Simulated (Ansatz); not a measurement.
# CH9NSi: the cost of one run

Program: Ansatz 0.2.0. Level of theory: UKS r2SCANh-D4/STO-3G. These are calculated values, not measurements.

**1. The starting structure**

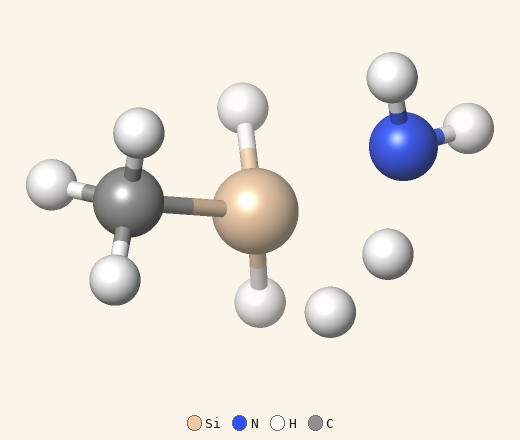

The starting structure, seen from a free direction (silicon light orange, nitrogen blue, hydrogen white, carbon grey).

Structure file:

```xyz
12

Si   -0.7701   -0.0617   -0.0317
N     0.5915   -0.9213    1.3493
H    -1.1917   -1.3882   -0.5537
H    -2.0444    0.5145    0.3851
C     0.1715    0.7041   -1.4841
H     0.5547    0.4039    1.5856
H     0.0376    1.1314    1.1731
H     0.1669   -1.5618    2.0062
H     1.3983   -1.3851    0.9524
H     0.3716    1.7602   -1.3430
H     1.1225    0.2061   -1.6441
H    -0.4083    0.5979   -2.3951
```

**2. Run 1**

150 steps of 0.5 fs at constant energy, with velocities drawn for 300 K.

Contents of input.yaml:

```yaml
crystal:
  periodic: [false, false, false]
  atoms:
    - { symbol: Si, position_ang: [-0.7701, -0.0617, -0.0317] }
    - { symbol: "N", position_ang: [0.5915, -0.9213, 1.3493] }
    - { symbol: H, position_ang: [-1.1917, -1.3882, -0.5537] }
    - { symbol: H, position_ang: [-2.0444, 0.5145, 0.3851] }
    - { symbol: C, position_ang: [0.1715, 0.7041, -1.4841] }
    - { symbol: H, position_ang: [0.5547, 0.4039, 1.5856] }
    - { symbol: H, position_ang: [0.0376, 1.1314, 1.1731] }
    - { symbol: H, position_ang: [0.1669, -1.5618, 2.0062] }
    - { symbol: H, position_ang: [1.3983, -1.3851, 0.9524] }
    - { symbol: H, position_ang: [0.3716, 1.7602, -1.343] }
    - { symbol: H, position_ang: [1.1225, 0.2061, -1.6441] }
    - { symbol: H, position_ang: [-0.4083, 0.5979, -2.3951] }
magnetization:
  spin_polarized: true
basis:
  gaussian: { orbitals: STO-3G }
hamiltonian:
  xc: r2scanh
  dispersion: d4
md:
  timestep: 0.5
  n_steps: 150
  ensemble: nve
  temperature: 300.0
  initial_velocities: maxwell_boltzmann
  seed: 517023
```

Run with:

```bash
> ansatz run input.yaml --threads 1 --pin off --max-ram 2048MiB --backend cpu --events-out ev --progress --plain --runs-dir out
```

Q: Estimate wall time and peak memory on 1 thread of Intel Xeon 6975P-C (Granite Rapids), shared host.

About 4.8 min, with a peak of 0.18 GiB.
